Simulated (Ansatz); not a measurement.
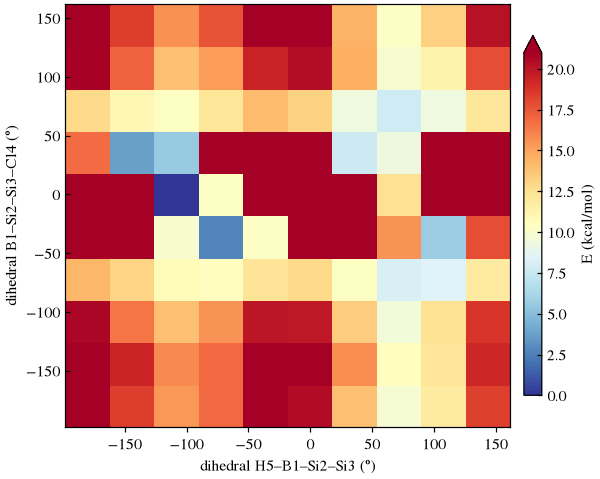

Energy landscape of BClH₆Si₂, SMILES B[SiH2][SiH2]Cl. 
- First axis: dihedral H5–B1–Si2–Si3. Second axis: dihedral B1–Si2–Si3–Cl4.
- Nothing is relaxed (all other coordinates rigid).
- The grid has 10 × 10 points.
- All energies are given in kcal/mol relative to the lowest grid point.
- Energies and slopes of some neighbouring points disagree (a jump in structure or state, or too coarse a mesh).
- All numbers below come from RKS PBE0-D4/def2-SVP (Ansatz).

Drawn: one coloured cell a grid point, one colour for all values above the top of the scale. 

Summarise what can be read from the map.

The lowest grid point is at dihedral H5–B1–Si2–Si3 = −108°, dihedral B1–Si2–Si3–Cl4 = 0°. Other grid points that lie below all their neighbours: dihedral H5–B1–Si2–Si3 = 108°, dihedral B1–Si2–Si3–Cl4 = −36° (5.7 kcal/mol higher); dihedral H5–B1–Si2–Si3 = 36°, dihedral B1–Si2–Si3–Cl4 = 36° (7.6 kcal/mol higher); dihedral H5–B1–Si2–Si3 = 72°, dihedral B1–Si2–Si3–Cl4 = −180° (9.8 kcal/mol higher). The highest grid point, dihedral H5–B1–Si2–Si3 = 0°, dihedral B1–Si2–Si3–Cl4 = 0°, lies 119.6 kcal/mol above the lowest.

The input of one point:

```yaml
crystal:
  periodic: [false, false, false]
  atoms:
    - { symbol: B, position_ang: [-1.294763, 0.905599, -0.209166] }
    - { symbol: Si, position_ang: [0.684124, 0.737889, -0.651699] }
    - { symbol: Si, position_ang: [0.803196, -1.107252, 0.773133] }
    - { symbol: Cl, position_ang: [-1.298875, -0.922148, 1.237711] }
    - { symbol: H, position_ang: [-2.104557, 0.603188, -1.052349] }
    - { symbol: H, position_ang: [-1.627555, 1.664881, 0.668832] }
    - { symbol: H, position_ang: [1.607304, 1.819562, -0.186582] }
    - { symbol: H, position_ang: [1.066551, 0.347549, -2.044563] }
    - { symbol: H, position_ang: [0.97444, -2.486579, 0.230598] }
    - { symbol: H, position_ang: [1.512787, -1.017718, 2.082594] }
basis:
  gaussian: { orbitals: def2-SVP }
hamiltonian:
  xc: pbe0
  dispersion: d4
output:
  forces: true
```

The whole map (100 points run) took 10 min on 1 thread of Arm Neoverse V2 (shared host).
